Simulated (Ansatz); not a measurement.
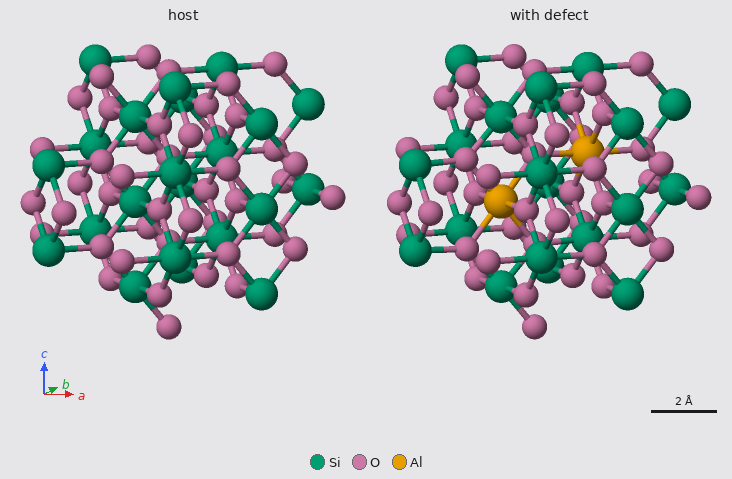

Left: perfect SiO2. Right: the same region with a pair of point defects, after relaxing the atoms in a supercell of 72 sites. Style: ball-and-stick. Shown: the atoms within 4.9 Å of one point, slightly off an axis.

Level of theory: DFT, PBEsol, PAW, plane waves in Ansatz. (plane-wave cutoff 420 eV; k-point mesh 1 × 1 × 1; mesh shifted by (0.25, 0.25, 0.25); collinear spin) Fermi-Dirac smearing of 0.01 eV. The axes drawn are those of the host's conventional cell.

Question: What kind of defect was made?

Answer: Two silicon atoms are replaced by aluminium, the two sites 3.3 Å apart.

The charge state of the cell is 0.

Question: How does the lattice respond?

Answer: One site: in the host the Si atom has 6 O at 1.77 to 1.82 Å; the Al atom ends with 6 O at 1.83 to 1.88 Å. The other site: in the host the Si atom has 6 O at 1.77 to 1.82 Å; the Al atom ends with 6 O at 1.81 to 1.88 Å. Of the host's atoms, an oxygen atom moves furthest from its site, by 0.10 Å. The cell ends without a net magnetic moment.

Limits of the set-up: the periodic images lie only 8.0 Å apart, so the values are limited by the cell's size.
